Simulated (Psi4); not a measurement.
# GeH4 (germane) at TPSSh/def2-TZVP

Aim: the vertical singlet–triplet gap of GeH4 (germane) at TPSSh/def2-TZVP, from 2 runs. The job is set up through an ASE script.

The calculation is run with Psi4 1.11.

3 further runs of the same task are left out: 2 that didn't finish, 1 set aside as unsound or not needed.

## Step 1: Starting point

GeH4 has 5 atoms, charge 0, and is taken as a singlet. As SMILES, `[GeH4]`. The shape is that of a PBE0-D4/def2-TZVP optimisation.

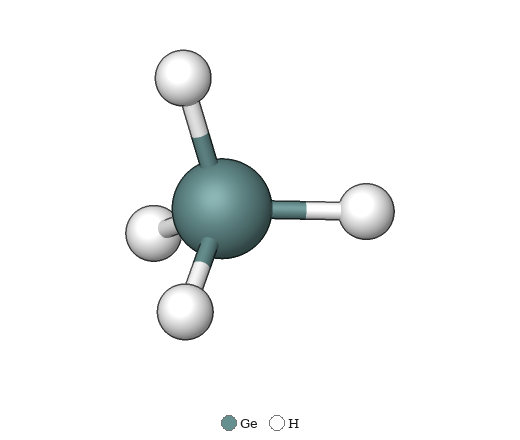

Viewed from a chosen angle; germanium teal, hydrogen white.

## Step 2: Energy and gradient at TPSSh/def2-TZVP

File run_ase.py:

```python
import numpy as np
from ase.calculators.psi4 import Psi4
from ase import Atoms

a = Atoms(['Ge', 'H', 'H', 'H', 'H'], positions=[
    [0.000100, 0.000100, 0.000000],
    [1.148100, -0.756300, 0.680600],
    [-1.238800, -0.030000, 0.904200],
    [-0.329200, -0.669100, -1.340600],
    [0.419800, 1.455400, -0.244100],
])
calc = Psi4(atoms=a, method='tpssh', basis='def2-TZVP', memory='1600MB', num_threads=1, charge=0, multiplicity=1, label='geh4')
calc.psi4.set_options({'puream': True, 'e_convergence': 1e-09, 'd_convergence': 1e-08, 'scf_type': 'pk', 'dft_radial_points': 99, 'dft_spherical_points': 590})
a.calc = calc

forces = a.get_forces()
print(f'energy: {a.get_potential_energy():.6f} eV')
print('forces / eV A^-1')
print(np.round(forces, 5))
```

On the command line:

```
python run_ase.py
```

geh4.dat:

```text
[...]
  Running in c1 symmetry.
[...]
  Nuclear repulsion =   45.420424199804401
[...]
  Multiplicity = 1
[...]
  Nalpha       = 18
  Nbeta        = 18
[...]
    Number of basis functions: 72
[...]
   @RKS iter   1: -2077.55930689573142   -1.31998e+00   4.45603e-02 ADIIS/DIIS
[...]
   @RKS iter   9: -2079.36131290221374   -1.95541e-11   8.70675e-09 DIIS
[...]
    Orbital Energies [Eh]
    ---------------------
    Doubly Occupied:
       1A   -398.458809     2A    -49.574900     3A    -44.066400
       4A    -44.066399     5A    -44.066399     6A     -6.144484
       7A     -4.310275     8A     -4.310275     9A     -4.310274
      10A     -1.145588    11A     -1.145587    12A     -1.145585
      13A     -1.143158    14A     -1.143158    15A     -0.545732
      16A     -0.333860    17A     -0.333835    18A     -0.333823
[...]
  @RKS Final Energy: -2079.36131290221374
   => Energetics <=
    Nuclear Repulsion Energy =             45.4204241998044012
    One-Electron Energy =               -2987.2214082110713207
    Two-Electron Energy =                 935.0299858392439774
    DFT Exchange-Correlation Energy =     -72.5903147301910252
    Empirical Dispersion Energy =           0.0000000000000000
    VV10 Nonlocal Energy =                  0.0000000000000000
    Total Energy =                      -2079.3613129022137400
[...]
 Multipole Moments:
 ------------------------------------------------------------------------------------
     Multipole            Electronic (a.u.)      Nuclear  (a.u.)        Total (a.u.)
 ------------------------------------------------------------------------------------
 L = 1.  Multiply by 2.5417464519 to convert [e a0] to [Debye]
 Dipole X            :          0.0006887           -0.0005051            0.0001836
 Dipole Y            :          0.0005292           -0.0004041            0.0001252
 Dipole Z            :         -0.0001221            0.0001010           -0.0000211
 Magnitude           :                                                    0.0002232
[...]
  -Total Gradient:
     Atom            X                  Y                   Z
    ------   -----------------  -----------------  -----------------
       1        0.000021139308    -0.000007495707     0.000013136615
       2        0.000435304617    -0.000304485578     0.000265954323
       3       -0.000484976233    -0.000018833762     0.000352629910
       4       -0.000137638737    -0.000276938533    -0.000531880677
       5        0.000166513484     0.000607865683    -0.000099930760
[...]
```

On the terminal:

```text
energy: -56582.303370 eV
forces / eV A^-1
[[-0.00109  0.00039 -0.00068]
 [-0.02238  0.01566 -0.01368]
 [ 0.02494  0.00097 -0.01813]
 [ 0.00708  0.01424  0.02735]
 [-0.00856 -0.03126  0.00514]]
```

It took 33 s on 1 thread of AMD EPYC 7R43 (Zen 3), shared host; peak memory 1 GiB.

## Step 3: The triplet: a single-point energy at UTPSSh/def2-TZVP

File geh4.xyz:

```xyz
5
GeH4
Ge     0.000100     0.000100     0.000000
H      1.148100    -0.756300     0.680600
H     -1.238800    -0.030000     0.904200
H     -0.329200    -0.669100    -1.340600
H      0.419800     1.455400    -0.244100
```

File run.py:

```python
import numpy as np
from ase.calculators.psi4 import Psi4
from ase.io import read

a = read('geh4.xyz')
calc = Psi4(atoms=a, method='tpssh', basis='def2-TZVP', memory='1600MB', num_threads=1, charge=0, multiplicity=3, label='calc', reference='uks')
calc.psi4.set_options({'puream': True, 'e_convergence': 1e-09, 'd_convergence': 1e-08, 'scf_type': 'pk', 'dft_radial_points': 99, 'dft_spherical_points': 590, 'maxiter': 100})
a.calc = calc

print(f'energy: {a.get_potential_energy():.6f} eV')
```

On the command line:

```
python run.py
```

calc.dat:

```text
[...]
  Running in c1 symmetry.
[...]
  Nuclear repulsion =   45.420424199804401
[...]
  Multiplicity = 3
[...]
  Nalpha       = 19
  Nbeta        = 17
[...]
    Number of basis functions: 72
[...]
   @UKS iter   1: -2077.36312518202521   -1.12380e+00   4.38128e-02 DIIS/ADIIS
[...]
   @UKS iter  23: -2079.05927866832599   -6.36646e-12   5.29276e-09 DIIS
[...]
   @S^2 Observed:                2.002137362E+00
[...]
    Orbital Energies [Eh]
    ---------------------
    Alpha Occupied:
       1A   -398.489785     2A    -49.606848     3A    -44.101222
       4A    -44.097013     5A    -44.097012     6A     -6.176827
       7A     -4.350156     8A     -4.338767     9A     -4.338765
      10A     -1.186738    11A     -1.180327    12A     -1.180323
      13A     -1.171993    14A     -1.171990    15A     -0.607918
      16A     -0.434172    17A     -0.363433    18A     -0.363415
      19A     -0.056210
    Alpha Virtual:
      20A      0.008207    21A      0.008230    22A      0.009565
      23A      0.136639    24A      0.136648    25A      0.141134
[...]
  @UKS Final Energy: -2079.05927866832599
   => Energetics <=
    Nuclear Repulsion Energy =             45.4204241998044012
    One-Electron Energy =               -2985.7991613493431942
    Two-Electron Energy =                 933.8678018530843019
    DFT Exchange-Correlation Energy =     -72.5483433718714963
    Empirical Dispersion Energy =           0.0000000000000000
    VV10 Nonlocal Energy =                  0.0000000000000000
    Total Energy =                      -2079.0592786683259874
[...]
 Multipole Moments:
 ------------------------------------------------------------------------------------
     Multipole            Electronic (a.u.)      Nuclear  (a.u.)        Total (a.u.)
 ------------------------------------------------------------------------------------
 L = 1.  Multiply by 2.5417464519 to convert [e a0] to [Debye]
 Dipole X            :         -0.2291597           -0.0005051           -0.2296648
 Dipole Y            :         -0.0054247           -0.0004041           -0.0058288
 Dipole Z            :          0.1675183            0.0001010            0.1676193
 Magnitude           :                                                    0.2843873
[...]
```

The script printed:

```text
energy: -56574.084599 eV
```

Run time: 100 s. Hardware: 1 thread of AMD EPYC 7R43 (Zen 3), shared host; peak memory 1 GiB.

## Step 4: Outcome

Level: TPSSh/def2-TZVP.

| quantity | value |
| --- | --- |
| singlet: total energy | -2079.36131 Eh |
| singlet: dipole moment | 0.00 D |
| singlet: HOMO energy | -9.08 eV |
| singlet: LUMO energy | 0.78 eV |
| singlet: HOMO–LUMO gap | 9.86 eV |
| singlet: largest force on an atom | 0.033 eV/Å |
| triplet: total energy | -2079.05928 Eh |
| triplet: dipole moment | 0.72 D |
| triplet: HOMO energy (highest over α and β) | -1.53 eV |
| triplet: ⟨S²⟩ | 2.002 |
| vertical energy of the triplet above the singlet | 8.219 eV |

**Reading.** At this shape the triplet lies 8.22 eV (190 kcal/mol) above the singlet.
